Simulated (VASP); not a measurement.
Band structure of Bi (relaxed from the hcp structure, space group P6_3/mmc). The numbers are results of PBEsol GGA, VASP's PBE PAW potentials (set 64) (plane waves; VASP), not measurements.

Unless said otherwise, spin-orbit coupling is left out, though it shifts the bands of the heavy elements here.

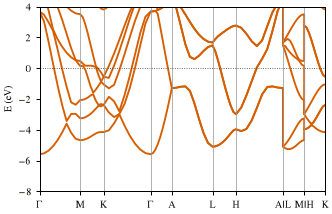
*Bands along high-symmetry lines, zero at the valence-band maximum or, without a gap, the Fermi level*

Q: Read the plot: is there a gap, and where are the band edges?

A: It has no gap at this level: it comes out as a metal or semimetal. (Edges off the drawn lines would not show.)

The structure was generated: Bi was put into the hcp type (P6_3/mmc), which need not be its known phase. It was relaxed first, which changed the volume by -6 %.
